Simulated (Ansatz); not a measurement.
# Cl2FH2NSn: the cost of one run

All numbers are computed with the Python package of Ansatz 0.2.0. Level of theory: B3LYP/def2-SVP.

### 1 The structure

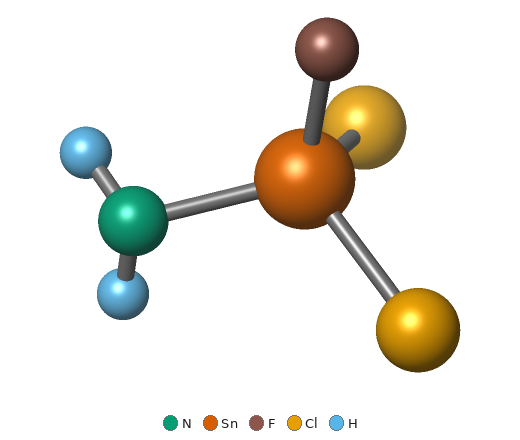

The structure that the script starts from, seen from a chosen angle (nitrogen teal, tin orange, fluorine brown, chlorine amber, hydrogen blue).

No structure file is read: the coordinates are typed or built in the script.

### 2 The code

Input file energy_cl2fh2nsn.py:

```python
'''Single point of Cl2FH2NSn.'''

import ansatz as az
from ase import Atoms


def main() -> None:
    atoms = Atoms(['N', 'Sn', 'F', 'Cl', 'Cl', 'H', 'H'], positions=[
        (-0.5208, 0.4916, 1.1953),
        (0.2561, -0.4934, -0.3992),
        (1.6978, -1.5857, 0.2271),
        (-1.3039, -1.8556, -1.387),
        (1.0616, 1.0382, -2.0117),
        (-1.3262, 1.1526, 0.7849),
        (0.1966, 1.1843, 1.5449),
    ])
    mol = az.Crystal.molecule_from_ase(atoms)

    base = (
        mol.calculation()
        .basis(gaussian='def2-SVP')  # the orbital basis, by name
        .functional('b3lyp')
        .accuracy('high')
    )
    outcome = base.run(threads=1, pin='off')
    rep = outcome.report

    print('reference energy %16.6f eV' % rep['reference_energy_ev'])
    print('total energy     %16.6f eV' % rep['free_energy_ev'])
    print('occupied orbitals outside the frozen core (up, down):', rep['n_occupied'], ' frozen:', rep['n_frozen'], ' virtual:', rep['n_virtual'])

    state = rep['mean_field']['state']
    print(f'mean field: {state["energy"]["hartree"]:.7f} Ha, <S^2> = {abs(state["spin_squared"]):.4f}, stability: {state.get("stability", {}).get("kind")}')


if __name__ == '__main__':
    main()
```

### 3 Launch

On the command line:

```bash
python energy_cl2fh2nsn.py
```

What time and memory should one allow on 1 thread of Arm Neoverse V1, shared host?

About 13 s, with a peak of 0.49 GiB.
